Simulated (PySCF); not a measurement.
CHCl3, SMILES `ClC(Cl)Cl`.

Method: ωB97X/def2-TZVP; geometry: GFN2-xTB; program: PySCF. No frequency check shows the geometry to be a minimum. GFN2-xTB bond lengths at metals and heavier atoms can be off by up to 0.1 Å and shapes distorted, which carries into these values.

Cartesian coordinates (Å):

```
Cl1      1.6183   -0.4339    0.0874
C2       0.0001   -0.0001   -0.4811
Cl3     -1.1850   -1.1845    0.0874
Cl4     -0.4334    1.6184    0.0874
H5      -0.0000   -0.0000   -1.5724
```

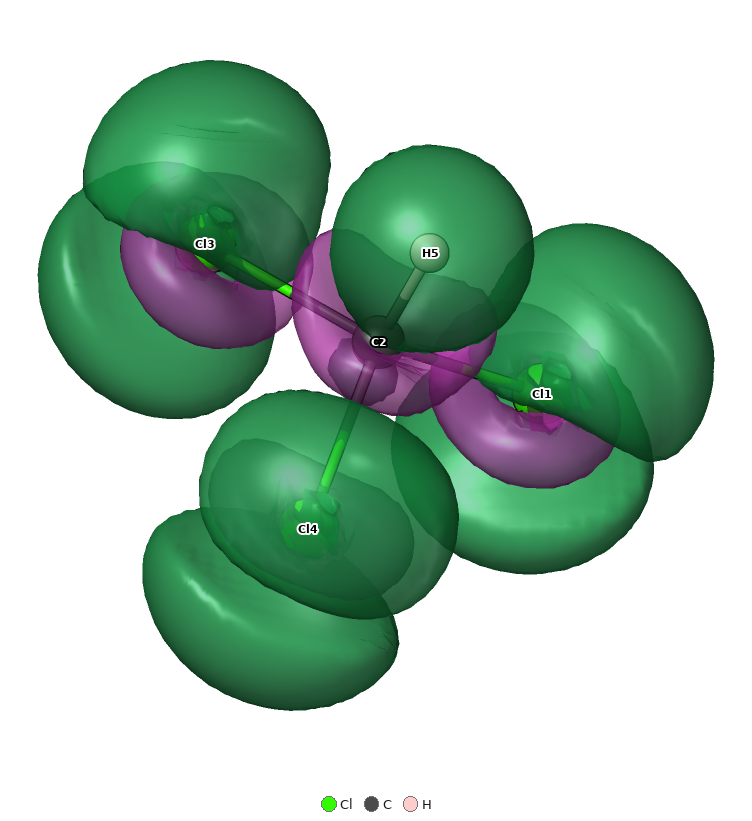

Fukui function f⁻ = ρ(N) − ρ(N−1) at fixed geometry, surfaces at ±0.015 e/Å³ (green positive, purple negative).

On which atoms does the density change most on removal of an electron?

f⁻ (Hirshfeld-condensed) is largest on Cl1, Cl3 and Cl4 (0.28 each); the vertical ionisation energy is 11.93 eV (the stability of the cation's solution wasn't checked). Condensed values hint at sites of electrophilic attack but needn't mark the atom that reacts. Orbital relaxation makes it negative in places (0.12 e in all).

```csv
atom,f⁻,charge
Cl1,+0.28,−0.03
C2,+0.05,+0.03
Cl3,+0.28,−0.03
Cl4,+0.28,−0.03
H5,+0.10,+0.06
```

Run time: 31 s on 1 thread of Intel(R) Xeon(R) Platinum 8375C CPU @ 2.90GHz (Ice Lake), on a shared host, peak memory 0.64 GiB.
